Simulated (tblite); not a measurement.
Run report: C6H9BO3Si, geometry relaxation (part 2 of 2)

The same run, continued: C6H9BO3Si, SMILES OB(O)[SiH2]Oc1ccccc1; GFN2-xTB geometry optimisation, gas phase (tblite 0.8.0). It belongs to a series of runs on one base structure; here: H on Si replaced by B(OH)2.

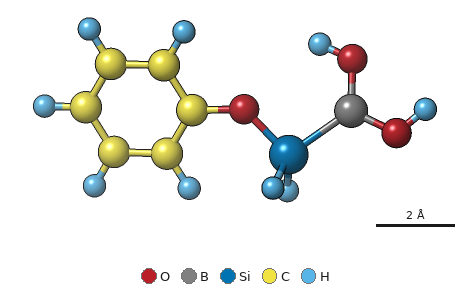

Fig. 1: The geometry at step 183 of the log (ball-and-stick view, seen at a tilt).

Trajectory as extended XYZ, continued
```
20
Properties=species:S:1:pos:R:3:forces:R:3 step=114 energy=-890.34003
O     4.3154   -1.6336    0.0318   -0.0230   0.0100   0.0270
B     3.3809   -0.6955   -0.2357    0.0040  -0.0040  -0.0200
O     3.7210    0.2565   -1.1484    0.0310  -0.0030  -0.0240
Si    1.6569   -0.8089    0.7010    0.0160  -0.0190   0.0000
O     0.6920    0.1153   -0.2618   -0.0280  -0.0200   0.0100
C    -0.6479    0.2897   -0.3321   -0.0310  -0.0060   0.0060
C    -1.5354   -0.7673   -0.1782   -0.0020  -0.0280   0.0030
C    -2.8953   -0.5606   -0.3183    0.0100  -0.0200   0.0030
C    -3.3869    0.6982   -0.6189    0.0280   0.0040  -0.0080
C    -2.5037    1.7548   -0.7622   -0.0090   0.0200  -0.0250
C    -1.1431    1.5579   -0.6149   -0.0030   0.0160  -0.0140
H     5.1287   -1.5408   -0.4710    0.0150   0.0280   0.0130
H     3.0528    0.9070   -1.3581   -0.0190  -0.0130   0.0130
H     1.5519   -0.2367    2.0585    0.0110   0.0030   0.0160
H     1.0948   -2.1576    0.8922    0.0100  -0.0170  -0.0250
H    -1.1437   -1.7474    0.0407   -0.0090  -0.0040   0.0200
H    -3.5730   -1.3924   -0.1932   -0.0020   0.0080  -0.0170
H    -4.4481    0.8519   -0.7466    0.0180   0.0130   0.0270
H    -2.8726    2.7415   -0.9987   -0.0190   0.0190   0.0170
H    -0.4499    2.3786   -0.7182    0.0030   0.0150  -0.0220
20
Properties=species:S:1:pos:R:3:forces:R:3 step=137 energy=-890.36063
O     4.4042   -1.3841    0.3354    0.0120  -0.0310   0.0110
B     3.4271   -0.6490   -0.2375   -0.0120  -0.0280   0.0180
O     3.7880    0.1400   -1.2861   -0.0080  -0.0060  -0.0020
Si    1.6494   -0.8778    0.5640   -0.0120  -0.0160   0.0230
O     0.6575    0.0927   -0.3179   -0.0040   0.0120  -0.0190
C    -0.6823    0.2828   -0.3448    0.0140  -0.0100  -0.0260
C    -1.5839   -0.7550   -0.1477    0.0070  -0.0160  -0.0550
C    -2.9424   -0.5227   -0.2646    0.0170   0.0040   0.0220
C    -3.4148    0.7472   -0.5486    0.0010   0.0020   0.0020
C    -2.5188    1.7877   -0.7236    0.0200  -0.0030  -0.0050
C    -1.1592    1.5581   -0.6323    0.0280   0.0010  -0.0040
H     5.2735   -1.2966   -0.0632    0.0140   0.0500  -0.0180
H     3.0931    0.6530   -1.6950   -0.0180   0.0030   0.0110
H     1.5028   -0.4825    1.9784   -0.0210  -0.0020   0.0040
H     1.1417   -2.2649    0.5747    0.0100  -0.0100  -0.0120
H    -1.2081   -1.7412    0.0711    0.0120   0.0050   0.0220
H    -3.6346   -1.3419   -0.1337    0.0060   0.0210   0.0180
H    -4.4748    0.9250   -0.6376   -0.0370   0.0040   0.0100
H    -2.8754    2.7842   -0.9367   -0.0210   0.0030  -0.0180
H    -0.4482    2.3556   -0.7863   -0.0080   0.0200   0.0170
20
Properties=species:S:1:pos:R:3:forces:R:3 step=160 energy=-890.37697
O     4.4497   -1.1471    0.4985    0.0240  -0.0250   0.0320
B     3.4135   -0.6164   -0.1827   -0.0420   0.0020   0.0000
O     3.7203    0.1421   -1.2713   -0.0100   0.0210   0.0230
Si    1.6083   -1.0236    0.4735   -0.0060   0.0110  -0.0210
O     0.6673   -0.0228   -0.4385   -0.0020   0.0210   0.0160
C    -0.6635    0.2277   -0.4239    0.0110  -0.0120  -0.0230
C    -1.5948   -0.7618   -0.1421    0.0010  -0.0020   0.0230
C    -2.9450   -0.4663   -0.1652   -0.0190   0.0030  -0.0050
C    -3.3787    0.8146   -0.4623   -0.0180  -0.0150  -0.0190
C    -2.4510    1.8042   -0.7391   -0.0110  -0.0150  -0.0480
C    -1.0996    1.5143   -0.7259    0.0100  -0.0120   0.0050
H     5.3133   -0.9237    0.1430    0.0360  -0.0040  -0.0160
H     2.9753    0.5234   -1.7330   -0.0060   0.0100  -0.0270
H     1.2910   -0.7442    1.8857    0.0110  -0.0190   0.0090
H     1.1790   -2.4310    0.3178   -0.0160   0.0170  -0.0050
H    -1.2418   -1.7529    0.0905   -0.0140  -0.0170   0.0150
H    -3.6650   -1.2419    0.0490    0.0040  -0.0130   0.0090
H    -4.4353    1.0362   -0.4855    0.0140   0.0150   0.0200
H    -2.7816    2.8045   -0.9777    0.0130   0.0000   0.0170
H    -0.3667    2.2754   -0.9430    0.0190   0.0330  -0.0050
20
Properties=species:S:1:pos:R:3:forces:R:3 step=183 energy=-890.38666
O     4.4867   -1.1686    0.3884   -0.0060  -0.0080  -0.0030
B     3.3915   -0.6020   -0.1622   -0.0120  -0.0430   0.0160
O     3.6032    0.2728   -1.1837   -0.0120   0.0360  -0.0170
Si    1.6134   -1.1113    0.5039    0.0200   0.0100  -0.0080
O     0.6861    0.0162   -0.2612   -0.0060  -0.0020  -0.0170
C    -0.6441    0.2455   -0.3306   -0.0110   0.0050  -0.0030
C    -1.5870   -0.7247   -0.0185   -0.0040   0.0090   0.0180
C    -2.9350   -0.4393   -0.1349   -0.0010   0.0160  -0.0070
C    -3.3550    0.8105   -0.5567   -0.0030   0.0190  -0.0040
C    -2.4166    1.7823   -0.8595    0.0180   0.0040  -0.0040
C    -1.0672    1.5036   -0.7517    0.0040   0.0110   0.0150
H     5.3146   -0.8869   -0.0101    0.0030  -0.0010   0.0160
H     2.8144    0.6641   -1.5582    0.0270   0.0120   0.0030
H     1.3215   -1.0407    1.9470    0.0010  -0.0030  -0.0110
H     1.1486   -2.4671    0.1407    0.0050  -0.0100   0.0030
H    -1.2485   -1.6922    0.3142    0.0030  -0.0090   0.0080
H    -3.6649   -1.1967    0.1075    0.0040  -0.0290   0.0060
H    -4.4084    1.0268   -0.6471   -0.0100   0.0050   0.0070
H    -2.7335    2.7643   -1.1792   -0.0050  -0.0140  -0.0090
H    -0.3249    2.2542   -0.9800   -0.0140  -0.0070  -0.0110
20
Properties=species:S:1:pos:R:3:forces:R:3 step=206 energy=-890.39767
O     4.4418   -1.2714    0.3697    0.0110   0.0030   0.0410
B     3.3986   -0.5854   -0.1435    0.0100   0.0060  -0.0390
O     3.6970    0.4622   -0.9650    0.0280  -0.0800   0.1070
Si    1.5922   -1.1947    0.3407   -0.0130   0.0110   0.0360
O     0.6805    0.0412   -0.2632    0.0280  -0.0670  -0.0440
C    -0.6501    0.2593   -0.3366   -0.0340   0.0250   0.0490
C    -1.5829   -0.6614    0.1234   -0.0120  -0.0220   0.0110
C    -2.9331   -0.3830    0.0214   -0.0200   0.0500  -0.0180
C    -3.3656    0.8122   -0.5292    0.0530  -0.0180  -0.1000
C    -2.4378    1.7345   -0.9876   -0.0020   0.0140   0.0400
C    -1.0859    1.4627   -0.8906    0.0190  -0.0460   0.0410
H     5.3079   -0.9337    0.1264   -0.0120  -0.0030  -0.0440
H     2.9528    0.9499   -1.3116   -0.0560   0.0120  -0.0120
H     1.2718   -1.3662    1.7764    0.0240   0.0320  -0.0850
H     1.1359   -2.4846   -0.2318    0.0190   0.0930  -0.0010
H    -1.2437   -1.5892    0.5585    0.0410   0.0600  -0.0340
H    -3.6537   -1.1051    0.3773    0.0100   0.0150  -0.0030
H    -4.4213    1.0085   -0.6195   -0.0570   0.0650   0.0240
H    -2.7583    2.6773   -1.4138   -0.0170  -0.1180   0.0330
H    -0.3513    2.1774   -1.2334   -0.0200  -0.0310  -0.0040
20
Properties=species:S:1:pos:R:3:forces:R:3 step=229 energy=-890.40707
O     4.4343   -1.3854    0.2661   -0.0090   0.0030  -0.0030
B     3.4118   -0.5907   -0.1169    0.0060  -0.0010   0.0010
O     3.7401    0.5643   -0.7596   -0.0070  -0.0010   0.0020
Si    1.5890   -1.1908    0.2953   -0.0010  -0.0010   0.0030
O     0.6797    0.0385   -0.3218    0.0020  -0.0010  -0.0050
C    -0.6534    0.2561   -0.3700   -0.0010   0.0040   0.0040
C    -1.5764   -0.6374    0.1570   -0.0010   0.0040   0.0000
C    -2.9289   -0.3597    0.0806   -0.0030   0.0010   0.0010
C    -3.3751    0.8059   -0.5186    0.0020   0.0000   0.0030
C    -2.4564    1.6979   -1.0450    0.0010  -0.0020  -0.0010
C    -1.1028    1.4281   -0.9735   -0.0010   0.0020  -0.0030
H     5.3048   -1.0471    0.0406    0.0060   0.0020  -0.0010
H     3.0051    1.1165   -1.0230    0.0060  -0.0020   0.0000
H     1.2427   -1.3683    1.7200   -0.0010   0.0000   0.0000
H     1.1432   -2.4622   -0.3096   -0.0010   0.0010  -0.0010
H    -1.2190   -1.5413    0.6227    0.0030  -0.0030  -0.0010
H    -3.6385   -1.0608    0.4941   -0.0050  -0.0020   0.0000
H    -4.4319    1.0186   -0.5742    0.0010  -0.0020  -0.0020
H    -2.7939    2.6101   -1.5146    0.0000   0.0000   0.0000
H    -0.3798    2.1182   -1.3818    0.0030  -0.0010   0.0020
```

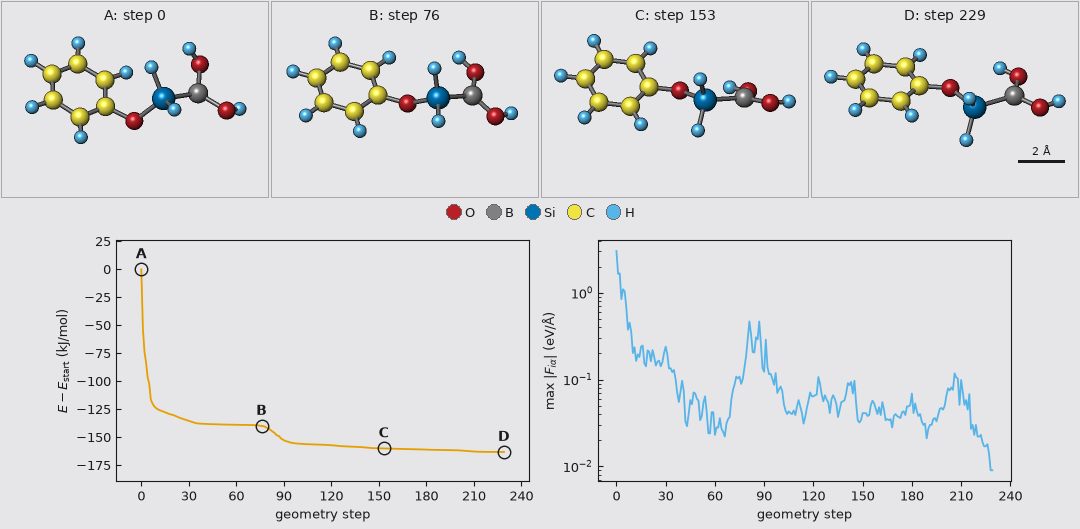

Fig. 2: Frames of the relaxation (ball-and-stick view, seen at a tilt) above the curves, on which the letters mark them (steps are counted from 0).

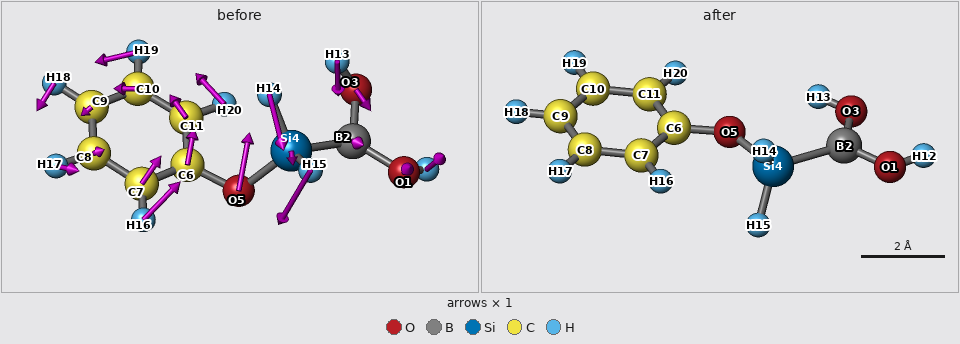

Fig. 3: Before (left) and after (right) the relaxation, at one scale (ball-and-stick view, seen at a tilt). The pink arrows give the displacements, at true length. The atom that moves furthest after the best rigid fit is H15 (2.03 Å). By element the largest moves are H 2.03 Å, O 1.48 Å, C 0.94 Å, B 0.48 Å, Si 0.38 Å. Distances before and after: O1–B2 1.484 → 1.350 Å, B2–O3 1.468 → 1.362 Å, Si4–O5 1.746 → 1.649 Å, O3–H13 1.007 → 0.956 Å. Among the angles that change: Si4–O5–C6 115.1° → 132.6°, B2–Si4–O5 113.7° → 101.9°, B2–O3–H13 105.0° → 115.7°. The energy falls by 163.2 kJ/mol in 229 geometry steps. Largest force component: 3 eV/Å at the start, 0.009 eV/Å at the end. (Atoms are counted from 1 in the order of the input.)

This output came from the following input.

Input file
```
{"job": {"kind": "relax", "xc": "GFN2-xTB", "basis": "xTB"}, "charge": 0, "multiplicity": 1}
O      4.346600    -1.237700    -0.334100
B      3.185500    -0.319200    -0.429500
O      3.407700     1.110600    -0.677100
Si     1.568400    -0.815400     0.471400
O      0.307600    -1.368700    -0.602100
C     -0.887700    -0.641300    -0.538700
C     -2.082900    -1.206400    -0.172600
C     -3.181200    -0.354000    -0.136600
C     -3.093000     0.975300    -0.458900
C     -1.892100     1.517300    -0.818200
C     -0.770800     0.710100    -0.865400
H      4.986200    -0.927800    -1.034300
H      2.934700     1.581800     0.076900
H      1.091200     0.397000     1.189700
H      1.877500    -1.763400     1.530100
H     -2.155200    -2.243800     0.090400
H     -4.160900    -0.732700     0.141400
H     -3.947900     1.646900    -0.442900
H     -1.756300     2.573700    -1.080100
H      0.217300     1.108400    -1.141600
```

The first line tells a small driver script what to run in tblite; the rest is the geometry in Å.

Launch command:
```bash
OMP_NUM_THREADS=1 python <driver script> task.json out
```

Results in brief

```tsv
quantity	value
outcome	converged
total energy	−890.4071 eV
hardware	1 CPU thread, shared host
wall time	3.8 s
peak memory	0.18 GiB
```
